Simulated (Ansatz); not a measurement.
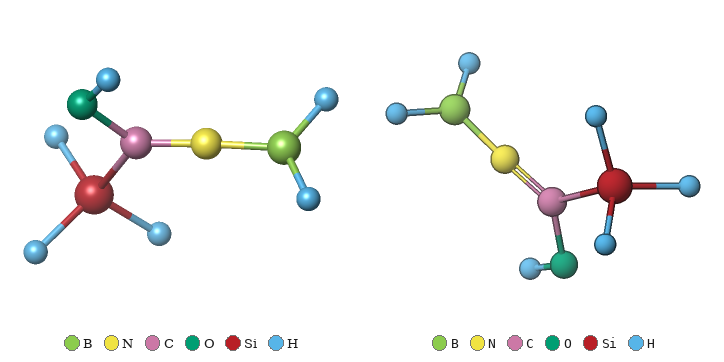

Both panels show the same species.

Computed geometry: PBE0-D4/def2-TZVP optimisation.

Describe the molecule.

It has 11 atoms: 1 carbon, 6 hydrogen, 1 boron, 1 nitrogen, 1 oxygen and 1 silicon (CH₆BNOSi). As SMILES it reads `B/N=C(/O)[SiH3]`. It has no ring. Among its groups: imine, Si–H bond, B–H bond. The point group is Cs. Coordination: 1 B trigonal planar; 1 N linear; 1 C trigonal planar; 1 O bent; 1 Si tetrahedral.

The parts below concern this one geometry. Atoms keep their numbers from picture to picture.

## Shape

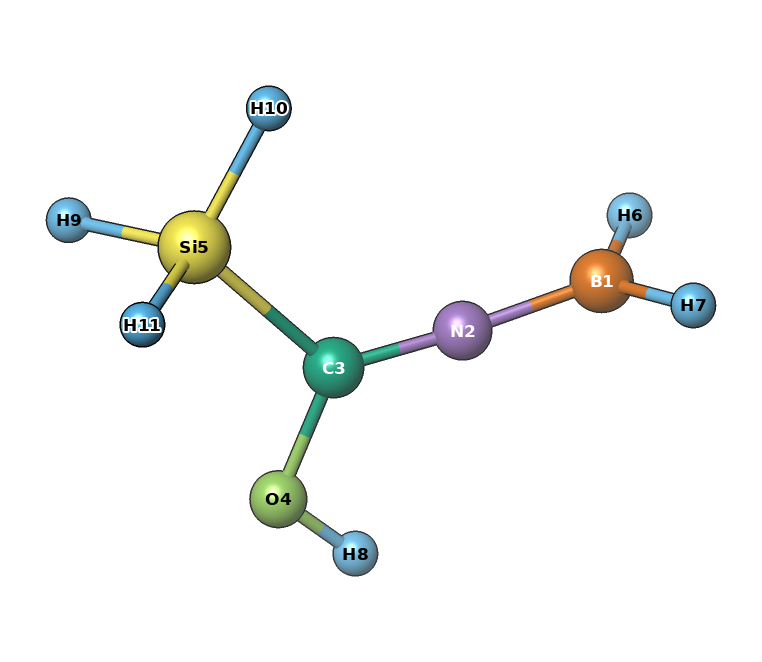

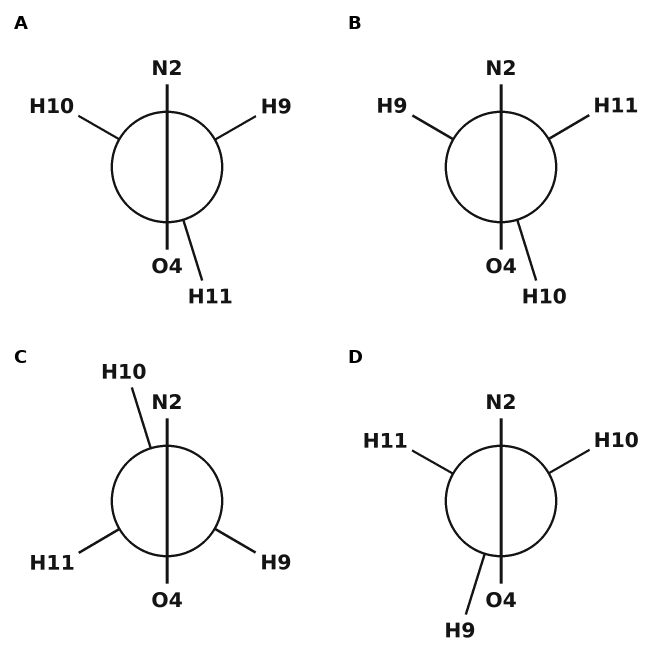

Distant atoms are faded towards the background colour. Bonds that would overlap in a projection are set slightly apart.

> Which Newman projection shows the view along C3–Si5, with C3 in front?

C. The torsion angle O4–C3–Si5–H9 is −60°, synclinal (gauche).

## Levels of theory compared

Program: Ansatz 0.2.0.

Compare HOMO energy (eV) at these levels: B97M-V/def2-TZVPP; CAM-B3LYP-D4/def2-TZVPP; PBE-D4/def2-TZVPP; PBE0-D4/def2-TZVPP; SPW92 (LDA)/def2-TZVPP; r2SCAN0-D4/def2-TZVPP; ωB97M-V/def2-TZVPP; ωB97X-V/def2-TZVPP.

```
                  level  HOMO energy (eV)
      B97M-V/def2-TZVPP             −6.89
CAM-B3LYP-D4/def2-TZVPP             −9.17
      PBE-D4/def2-TZVPP             −6.55
     PBE0-D4/def2-TZVPP             −7.82
 SPW92 (LDA)/def2-TZVPP             −6.66
  r2SCAN0-D4/def2-TZVPP             −7.98
     ωB97M-V/def2-TZVPP            −10.02
     ωB97X-V/def2-TZVPP            −10.13
```

## Charges

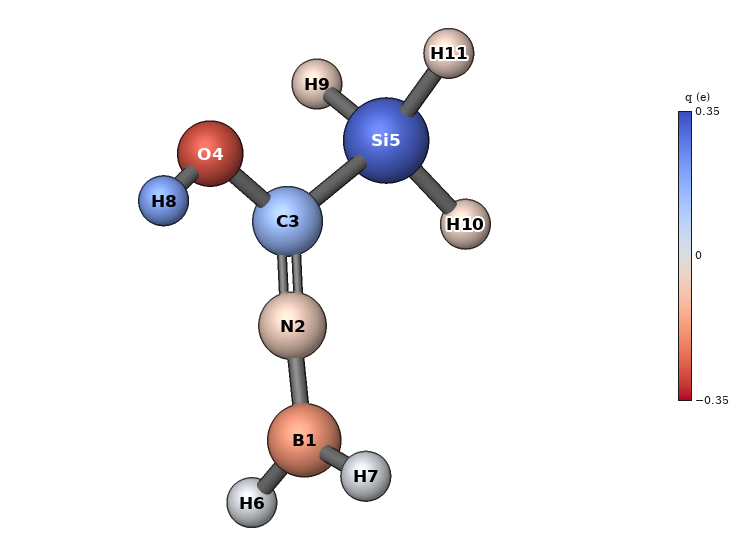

Atoms are coloured by their Mulliken charges. Level of theory: RKS B3LYP-D4/def2-TZVPP (Ansatz 0.2.0).

List the Mulliken charges.

```csv
atom,value (e)
B1,−0.18
N2,−0.06
C3,0.14
O4,−0.28
Si5,0.30
H6,0.01
H7,0.01
H8,0.19
H9,−0.05
H10,−0.05
H11,−0.05
```

## Dipole moment

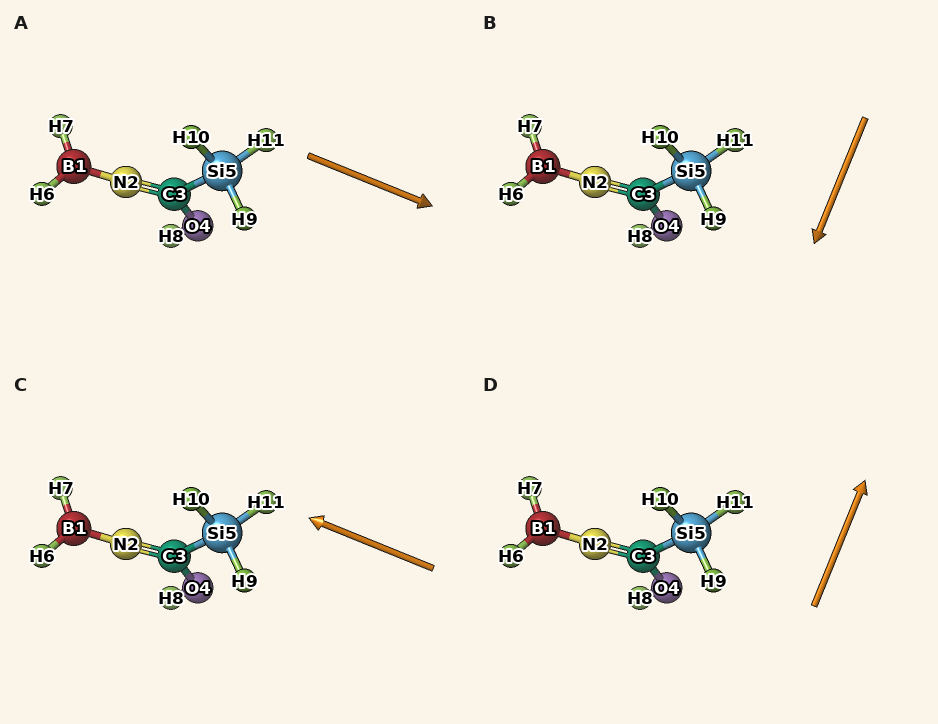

The same molecule four times, each with an arrow. Method: RKS ωB97M-V/def2-TZVPP (Ansatz 0.2.0).

> Which arrow points along the dipole moment, from the negative to the positive end?

A. The dipole moment is 1.26 D; it points from the side of H6, H7 to the side of H9, H11 (the outermost atoms at the two ends).

Mulliken values depend strongly on the basis set and can even reverse the polarity of a bond.
